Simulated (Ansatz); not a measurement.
# Al2H4Br2: basis-set convergence

Aim: see how fast density functionals converge with the basis set for Al2H4Br2.

Computed with Ansatz 0.2.0, Gaussian basis. Level: one geometry, several basis sets.

The runs, in order: PBE0-D4/def2-SVP; ωB97M-V/def2-SVP; PBE0-D4/def2-QZVPP; ωB97M-V/def2-QZVPP; the functionals' def2-TZVPP values are taken from earlier runs.

## Step 1: Structure used throughout

An earlier PBE0-D4 in a triple-zeta def2 set relaxation fixed the geometry.

8 atoms, charge 0, spin multiplicity 1.

Atoms are counted from 1 here; the program's logs count them from 0.

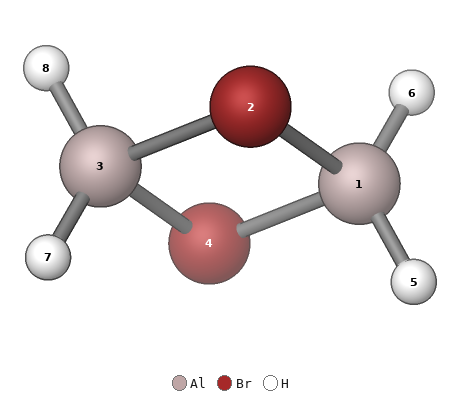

The geometry (aluminium light grey, bromine red, hydrogen white); atoms are numbered from 1 in the order of the file.

As a file:

```xyz
8

Al   -0.75683    1.48866   -0.27111
Br    1.34638    0.83640    0.83390
Al    0.75676   -1.48868    0.27108
Br   -1.34557   -0.83628   -0.83549
H    -0.38486    2.22657   -1.61021
H    -1.75248    1.97677    0.84553
H     1.75279   -1.97814   -0.84447
H     0.38381   -2.22527    1.61078
```

## Step 2: PBE0-D4 in def2-SVP

in.yaml reads:

```yaml
crystal:
  periodic: [false, false, false]
  atoms:
    - {symbol: Al, position_ang: [-0.756826, 1.488660, -0.271106]}
    - {symbol: Br, position_ang: [1.346385, 0.836403, 0.833900]}
    - {symbol: Al, position_ang: [0.756758, -1.488683, 0.271076]}
    - {symbol: Br, position_ang: [-1.345568, -0.836285, -0.835494]}
    - {symbol: H, position_ang: [-0.384859, 2.226574, -1.610209]}
    - {symbol: H, position_ang: [-1.752481, 1.976771, 0.845534]}
    - {symbol: H, position_ang: [1.752785, -1.978144, -0.844475]}
    - {symbol: H, position_ang: [0.383805, -2.225275, 1.610784]}
basis:
  gaussian: {orbitals: def2-SVP}
hamiltonian: {xc: pbe0, dispersion: d4}
output: {orbitals: {seedname: orbitals}}
```

On the command line:

```bash
$ ansatz run in.yaml --threads 4 --pin off --events-out ev --progress --plain --max-ram 10444MiB
```

Further steps of the session: ωB97M-V in def2-SVP; PBE0-D4 in def2-QZVPP; ωB97M-V in def2-QZVPP.

Q: Predict the results of all the runs planned. Wanted: PBE0-D4: double and triple zeta above quadruple; ωB97M-V: double and triple zeta above quadruple.

**Answer**, as computed:

```
                                       quantity           value
PBE0-D4: double and triple zeta above quadruple  24.95, 3.27 eV
ωB97M-V: double and triple zeta above quadruple  24.74, 3.16 eV
```

For PBE0-D4 the step from double to triple zeta gains 21.68 eV and the next only 3.27 eV. These are total energies; as a rule much of such shifts cancels in differences, which this series doesn't test.
